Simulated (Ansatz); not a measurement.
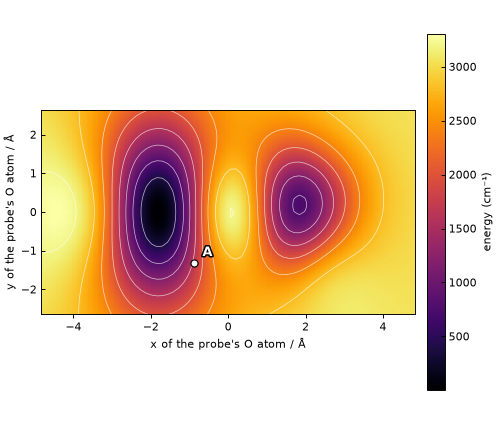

AlH₃MgO (SMILES [MgH][O][AlH2]) with the probe H2O. 
- The probe is moved over a plane parallel to the molecule's main plane, 2.85 Å above it.
- Coordinates scanned: (1) x of the probe's O atom; (2) y of the probe's O atom.
- Nothing is relaxed (molecule and probe rigid, the probe upright with O nearest the plane).
- The grid has 23 × 13 points.
- Points are written as (first, second).
- Energies are in cm⁻¹, from the lowest grid point.
- All numbers below come from RKS PBE0-D4/def2-SVPD (Ansatz).

The picture shows a smooth colour map with a few white contour lines, the point A. Between grid points the surface is interpolated.

Q: Which way does the force act at A, and how strong is it?

A: A, at (−0.88 Å, −1.32 Å), is not a stationary point. The computed force is 0.2 eV/Å in the plane, pointing left in the picture (components −0.19 and 0.04 eV/Å).
